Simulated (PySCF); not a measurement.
# TaF (charge −1, quartet): what the fields show

```xyz
2

Ta    0.0000    0.0000   -0.1826
F     0.0000    0.0000    1.7394
```

⟨S²⟩ = 3.84, above the pure value of 3.75; core potentials replace the inner electrons of Ta.

Theory: PBE0/def2-TZVPPD, non-relativistic Hamiltonian with scalar-relativistic core potentials where named, at a bond length of 1.922 Å (PySCF 2.14.0).

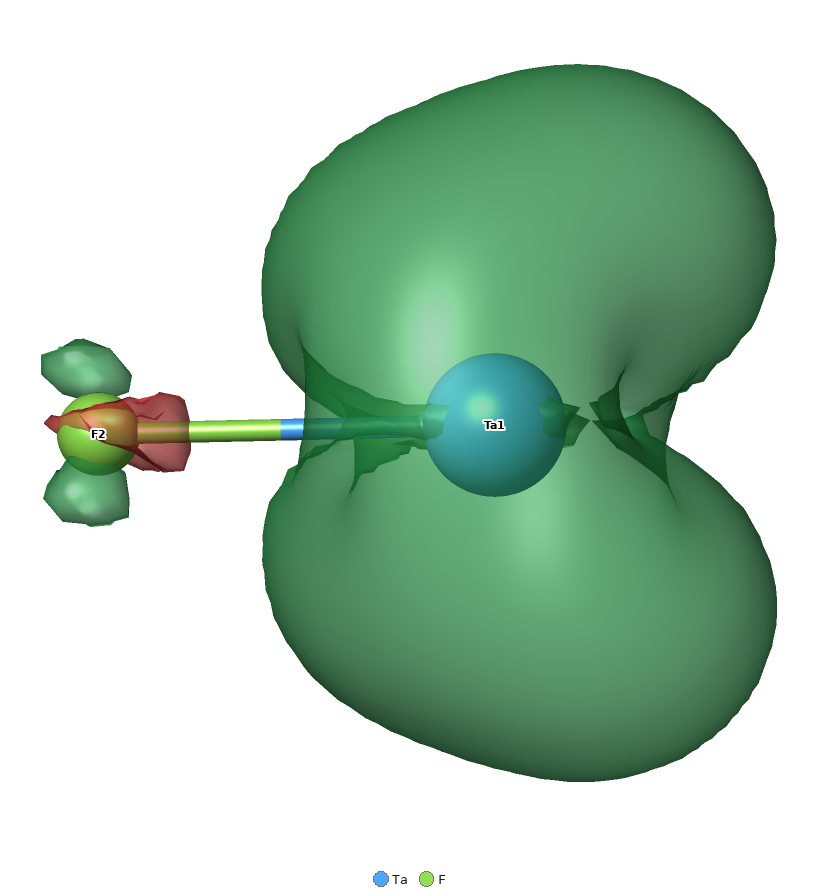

Figure 1. Isosurfaces of the spin density (α minus β) at +0.05 (green) and −0.05 e/Å³ (red), seen from one side.

**Which atoms carry the spin?**

The unpaired spin (3 electrons) lies mostly on Ta1 (about 3.0), in electrons by Hirshfeld's partition.

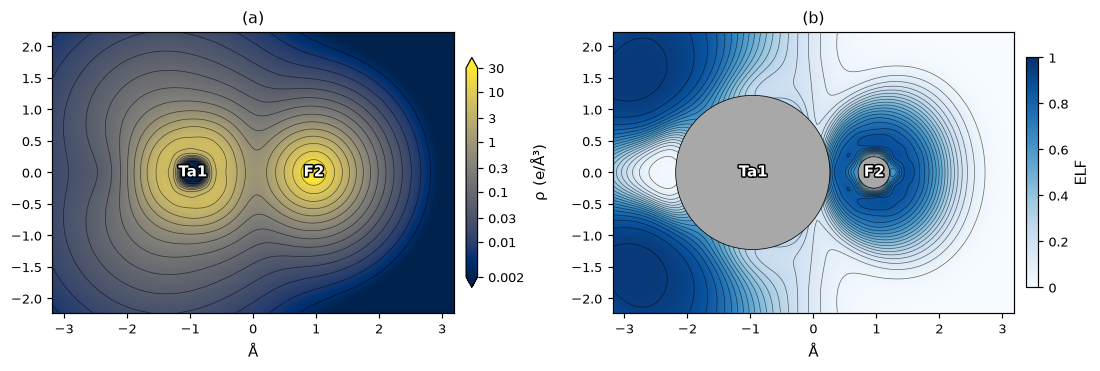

Figure 2. (a) electron density; (b) ELF on a plane that holds the molecular axis. Grey discs cover the atomic cores in the ELF map.

**Describe what can be read from this map.**

- The plane passes through Ta and F nuclei.
- Ta–F (1.92 Å): ρ is about 0.88 e/Å³ halfway; the ELF peaks at about 0.85 in the valence shell of F, 0.5 Å from its nucleus, and drops to about 0.20 between the two atoms.
